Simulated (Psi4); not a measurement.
# triplet [SiCl3]+ at 5 levels

Wanted: a comparison of 5 runs (U-wB97X/aug-cc-pVDZ, UB3LYP/aug-cc-pVDZ, UCAM-B3LYP/aug-cc-pVDZ, UM06-2X/aug-cc-pVDZ, UPBE0/aug-cc-pVDZ) of triplet [SiCl3]+. 

The results are computed with Psi4 1.11.

9 further runs of the same task are left out: 8 that didn't finish, 1 set aside as unsound or not needed.

**1. Starting point**

The species is [SiCl3]+ (4 atoms), meant as a triplet with charge +1. SMILES of the parent species: `Cl[Si+](Cl)Cl`. The shape is that of a PBE0-D4/def2-TZVP optimisation. That shape belongs to the parent species and isn't relaxed for this state.

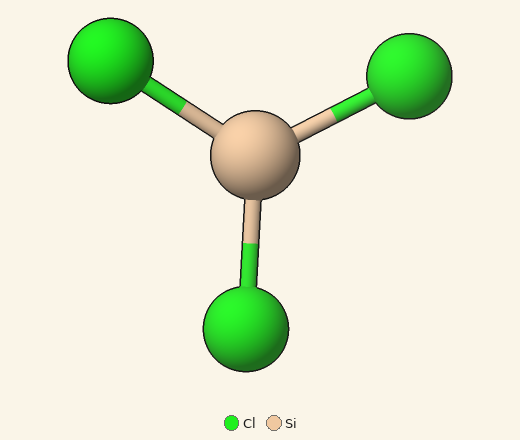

Viewed from a chosen angle; chlorine green, silicon light orange.

**2. A single-point energy at U-wB97X/aug-cc-pVDZ (run 1)**

Input file input.inp:

```
memory 2200 mb

molecule {
  1 3
  Cl    -1.556000    -0.622300     0.990900
  Si     0.000000    -0.000100    -0.000100
  Cl     1.772000    -0.669600     0.449500
  Cl    -0.216000     1.292000    -1.440300
  symmetry c1
  no_reorient
  no_com
}

set basis aug-cc-pVDZ
set reference uks
set puream true
set e_convergence 1e-09
set d_convergence 1e-08
set scf_type pk
set dft_radial_points 99
set dft_spherical_points 590
set maxiter 100

E, wfn = energy('wb97x', return_wfn=True)
oeprop(wfn, 'LOWDIN_CHARGES', 'WIBERG_LOWDIN_INDICES', 'QUADRUPOLE', title='WB97X')
```

The run is started by

```sh
$ psi4 input.inp input.out -n 1
```

input.out:

```text
[...]
  Running in c1 symmetry.
[...]
  Nuclear repulsion =  330.127150927455659
[...]
  Multiplicity = 3
[...]
  Nalpha       = 33
  Nbeta        = 31
[...]
    Number of basis functions: 108
[...]
   @UKS iter   1: -1669.65882684447729    7.02180e-01   1.41238e-03 ADIIS/DIIS
[...]
   @UKS iter  13: -1669.68018593954412   -7.95808e-12   9.20961e-09 DIIS
[...]
   @S^2 Observed:                2.014543691E+00
[...]
    Orbital Energies [Eh]
    ---------------------
    Alpha Occupied:
       1A   -101.800014     2A   -101.799997     3A   -101.799991
       4A    -66.450529     5A     -9.835279     6A     -9.835259
       7A     -9.835250     8A     -7.594503     9A     -7.594486
      10A     -7.594479    11A     -7.593174    12A     -7.593157
      13A     -7.593152    14A     -7.585292    15A     -7.585276
      16A     -7.585270    17A     -5.696465    18A     -4.053959
      19A     -4.053958    20A     -4.052023    21A     -1.268507
      22A     -1.231261    23A     -1.231250    24A     -0.893942
      25A     -0.791063    26A     -0.791062    27A     -0.747736
      28A     -0.724979    29A     -0.724969    30A     -0.702020
      31A     -0.702011    32A     -0.698358    33A     -0.450739
[...]
  @UKS Final Energy: -1669.68018593954412
   => Energetics <=
    Nuclear Repulsion Energy =            330.1271509274556593
    One-Electron Energy =               -2949.2611996013060889
    Two-Electron Energy =                1030.0035439315879557
    DFT Exchange-Correlation Energy =     -80.5496811972815294
    Empirical Dispersion Energy =           0.0000000000000000
    VV10 Nonlocal Energy =                  0.0000000000000000
    Total Energy =                      -1669.6801859395441170
[...]
 Multipole Moments:
 ------------------------------------------------------------------------------------
     Multipole            Electronic (a.u.)      Nuclear  (a.u.)        Total (a.u.)
 ------------------------------------------------------------------------------------
 L = 1.  Multiply by 2.5417464519 to convert [e a0] to [Debye]
 Dipole X            :         -0.0000715            0.0000000           -0.0000715
 Dipole Y            :         -0.0000144            0.0005669            0.0005525
 Dipole Z            :          0.0000065            0.0005669            0.0005734
 Magnitude           :                                                    0.0007995
 L = 2.  Multiply by 1.3450342976 to convert [e a0^2] to [Debye ang]
 Quadrupole XX       :       -366.8623803          340.4374379          -26.4249423
 Quadrupole XY       :         29.4432686          -30.1904063           -0.7471376
[...]
```

Run time: 94 s. Hardware: 1 thread of Intel Xeon Platinum 8259CL at 2.50GHz (Skylake/Cascade Lake), shared host; peak memory 1 GiB.

**3. Energy and forces at UB3LYP/aug-cc-pVDZ (run 2)**

Input file cl3si.xyz:

```xyz
4
Cl3Si
Cl    -1.556000    -0.622300     0.990900
Si     0.000000    -0.000100    -0.000100
Cl     1.772000    -0.669600     0.449500
Cl    -0.216000     1.292000    -1.440300
```

Input file cl3si.py:

```python
import psi4

psi4.set_memory('2200 MB')
psi4.set_num_threads(1)
psi4.set_output_file('cl3si.out', False)

with open('cl3si.xyz') as f:
    atoms = ''.join(f.readlines()[2:])
geom = psi4.geometry('1 3\n' + atoms + 'symmetry c1')

psi4.set_options({
    'reference': 'uks',
    'puream': True,
    'e_convergence': 1e-09,
    'd_convergence': 1e-08,
    'scf_type': 'pk',
    'dft_radial_points': 99,
    'dft_spherical_points': 590,
    'maxiter': 100,
})

result, w = psi4.gradient("b3lyp/aug-cc-pVDZ", molecule=geom, return_wfn=True)
psi4.oeprop(w, "DIPOLE", "QUADRUPOLE", "LOWDIN_CHARGES")
print('gradient / Eh bohr^-1')
print(result.np.round(6))
print(f'energy = {w.energy():.10f} Eh')
```

The run is started by

```sh
$ python cl3si.py
```

cl3si.out:

```text
[...]
  Running in c1 symmetry.
[...]
  Nuclear repulsion =  330.127150927455659
[...]
  Multiplicity = 3
[...]
  Nalpha       = 33
  Nbeta        = 31
[...]
    Number of basis functions: 108
[...]
   @UKS iter   1: -1669.75785564141438    7.56173e-01   1.59724e-03 ADIIS/DIIS
[...]
   @UKS iter  13: -1669.77404915420630   -9.36780e-11   8.83431e-09 DIIS
[...]
   @S^2 Observed:                2.007293367E+00
[...]
    Orbital Energies [Eh]
    ---------------------
    Alpha Occupied:
       1A   -101.828340     2A   -101.828335     3A   -101.828334
       4A    -66.451364     5A     -9.745356     6A     -9.745334
       7A     -9.745331     8A     -7.505610     9A     -7.505605
      10A     -7.505603    11A     -7.503750    12A     -7.503746
      13A     -7.503745    14A     -7.496724    15A     -7.496720
      16A     -7.496719    17A     -5.596932    18A     -3.956401
      19A     -3.956400    20A     -3.956124    21A     -1.138617
      22A     -1.104732    23A     -1.104730    24A     -0.776856
      25A     -0.684414    26A     -0.684413    27A     -0.634950
      28A     -0.620722    29A     -0.620718    30A     -0.594880
      31A     -0.594210    32A     -0.594208    33A     -0.364694
[...]
  @UKS Final Energy: -1669.77404915420630
   => Energetics <=
    Nuclear Repulsion Energy =            330.1271509274556593
    One-Electron Energy =               -2949.3427188796831615
    Two-Electron Energy =                1034.3966778225624239
    DFT Exchange-Correlation Energy =     -84.9551590245412314
    Empirical Dispersion Energy =           0.0000000000000000
    VV10 Nonlocal Energy =                  0.0000000000000000
    Total Energy =                      -1669.7740491542062955
[...]
  -Total Gradient:
     Atom            X                  Y                   Z
    ------   -----------------  -----------------  -----------------
       1        0.043112953589     0.017206039245    -0.027493282383
       2        0.000013347936     0.000118703738     0.000106234563
       3       -0.049104944712     0.018511816593    -0.012485663035
       4        0.005977050953    -0.035835464262     0.039871783832
[...]
 Multipole Moments:
 ------------------------------------------------------------------------------------
     Multipole            Electronic (a.u.)      Nuclear  (a.u.)        Total (a.u.)
 ------------------------------------------------------------------------------------
 L = 1.  Multiply by 2.5417464519 to convert [e a0] to [Debye]
 Dipole X            :          0.0000506            0.0000000            0.0000506
 Dipole Y            :          0.0005754           -0.0000794            0.0004960
 Dipole Z            :          0.0005329           -0.0000794            0.0004535
 Magnitude           :                                                    0.0006740
 L = 2.  Multiply by 1.3450342976 to convert [e a0^2] to [Debye ang]
 Quadrupole XX       :       -367.0247375          340.4374379          -26.5872996
 Quadrupole XY       :         29.4491759          -30.1904063           -0.7412304
[...]
```

Standard output:

```text
gradient / Eh bohr^-1
[[ 4.3113e-02  1.7206e-02 -2.7493e-02]
 [ 1.3000e-05  1.1900e-04  1.0600e-04]
 [-4.9105e-02  1.8512e-02 -1.2486e-02]
 [ 5.9770e-03 -3.5835e-02  3.9872e-02]]
energy = -1669.7740491542 Eh
```

Run time: 2.8 min. Hardware: 1 thread of Intel Xeon Platinum 8259CL at 2.50GHz (Skylake/Cascade Lake), shared host; peak memory 0.87 GiB.

Runs 3 to 4 aren't shown in full; the table further down has their settings and results.

**4. The energy at UPBE0/aug-cc-pVDZ (run 5)**

Input file cl3si.dat:

```
memory 2.2 GB

molecule {
  1 3
  Cl
  Si 1 R2
  Cl 2 R3 1 A3
  Cl 2 R4 1 A4 3 D4

  R2 = 1.946882
  R3 = 1.946883
  A3 = 119.99894
  R4 = 1.946883
  A4 = 119.99844
  D4 = -179.98095
  symmetry c1
  no_reorient
  no_com
}

set globals {
  basis aug-cc-pVDZ
  reference uks
  puream true
  e_convergence 1e-09
  d_convergence 1e-08
  scf_type pk
  dft_radial_points 99
  dft_spherical_points 590
  maxiter 100
}

result, w = energy("pbe0", return_wfn=True)
oeprop(w, "QUADRUPOLE", "WIBERG_LOWDIN_INDICES", "DIPOLE", title="PBE0")
```

The run is started by

```sh
$ psi4 -n 1 cl3si.dat cl3si.out
```

cl3si.out:

```text
[...]
  Running in c1 symmetry.
[...]
  Nuclear repulsion =  330.127184992631328
[...]
  Multiplicity = 3
[...]
  Nalpha       = 33
  Nbeta        = 31
[...]
    Number of basis functions: 108
[...]
   @UKS iter   1: -1669.13420559808651    7.48689e-01   1.36639e-03 DIIS/ADIIS
[...]
   @UKS iter  14: -1669.14698157082012   -7.95808e-12   2.53782e-09 DIIS
[...]
   @S^2 Observed:                2.009427173E+00
[...]
    Orbital Energies [Eh]
    ---------------------
    Alpha Occupied:
       1A   -102.002986     2A   -102.002980     3A   -102.002980
       4A    -66.579182     5A     -9.817552     6A     -9.817534
       7A     -9.817531     8A     -7.550340     9A     -7.550334
      10A     -7.550333    11A     -7.548040    12A     -7.548034
      13A     -7.548033    14A     -7.541108    15A     -7.541103
      16A     -7.541102    17A     -5.647719    18A     -3.983012
      19A     -3.982480    20A     -3.982480    21A     -1.160675
      22A     -1.125915    23A     -1.125913    24A     -0.792814
      25A     -0.698118    26A     -0.698117    27A     -0.649729
      28A     -0.634046    29A     -0.634041    30A     -0.608252
      31A     -0.607427    32A     -0.607425    33A     -0.375060
[...]
  @UKS Final Energy: -1669.14698157082012
   => Energetics <=
    Nuclear Repulsion Energy =            330.1271849926313280
    One-Electron Energy =               -2949.3486082654844722
    Two-Electron Energy =                1029.2676042556515768
    DFT Exchange-Correlation Energy =     -79.1931625536186772
    Empirical Dispersion Energy =           0.0000000000000000
    VV10 Nonlocal Energy =                  0.0000000000000000
    Total Energy =                      -1669.1469815708201168
[...]
 Multipole Moments:
 ------------------------------------------------------------------------------------
     Multipole            Electronic (a.u.)      Nuclear  (a.u.)        Total (a.u.)
 ------------------------------------------------------------------------------------
 L = 1.  Multiply by 2.5417464519 to convert [e a0] to [Debye]
 Dipole X            :         -0.0008029            0.0001113           -0.0006916
 Dipole Y            :          0.0000068           -0.0000017            0.0000051
 Dipole Z            :         -0.0000592            0.0000151           -0.0000441
 Magnitude           :                                                    0.0006931
 L = 2.  Multiply by 1.3450342976 to convert [e a0^2] to [Debye ang]
 Quadrupole XX       :        -34.8857824            0.0000141          -34.8857683
 Quadrupole XY       :          0.0559393           -0.0573816           -0.0014423
[...]
```

It took 65 s on 1 thread of Intel Xeon Platinum 8259CL at 2.50GHz (Skylake/Cascade Lake), shared host; peak memory 0.88 GiB.

**5. The series**

```csv
run,level,task,energy (Eh),HOMO energy (eV),⟨S²⟩,wall time
1,U-wB97X/aug-cc-pVDZ,energy,-1669.680186,-12.27,2.015,94 s
2,UB3LYP/aug-cc-pVDZ,gradient,-1669.774049,-9.92,2.007,2.8 min
3,UCAM-B3LYP/aug-cc-pVDZ,gradient,-1669.744770,-11.32,2.012,5 min
4,UM06-2X/aug-cc-pVDZ,energy,-1669.626344,-10.98,2.012,82 s
5,UPBE0/aug-cc-pVDZ,energy,-1669.146982,-10.21,2.009,65 s
```

**6. Summary of results**

```
                                 quantity           value
                      run 5: total energy  -1669.14698 Eh
run 5: HOMO energy (highest over α and β)       -10.21 eV
                              run 5: ⟨S²⟩           2.009
```

In words: Totals of different functionals can't be ranked against each other. All runs together took 12 min, the longest 5 min.
